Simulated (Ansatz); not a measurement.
The relaxed structure here is a generated cell of ScF3: the first start was made by placing the elements on the sites of a structure type, and the end was not matched to a known phase here, so it may be hypothetical.

One stationary structure of ScF3. Calculation: PBE (plane waves to 420 eV, PAW, scalar-relativistic; Ansatz, a program for electronic structure).

P-1 (No. 2), aP8; a = 4.1546 Å, b = 5.0833 Å, c = 5.3909 Å, α = 77.86°, β = 73.48°, γ = 66.28°.

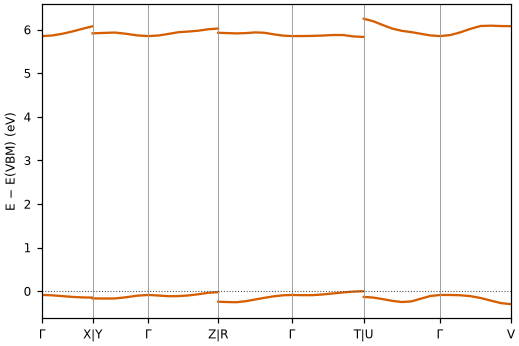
Fig. 1. Highest filled and lowest empty band along the path of this cell's Brillouin zone

### Question
Read off the gap and say whether it is direct.

### Answer
5.83 eV, direct at T (no spin-orbit coupling).

### Question
How far does the top valence band disperse along this path?

### Answer
About 0.3 eV.

No spin polarisation in the result.

It was reached from a disturbed copy of a Pm-3n (No. 223) cell (A15 (Cr3Si type)), against which it lies -0.565 eV/atom.
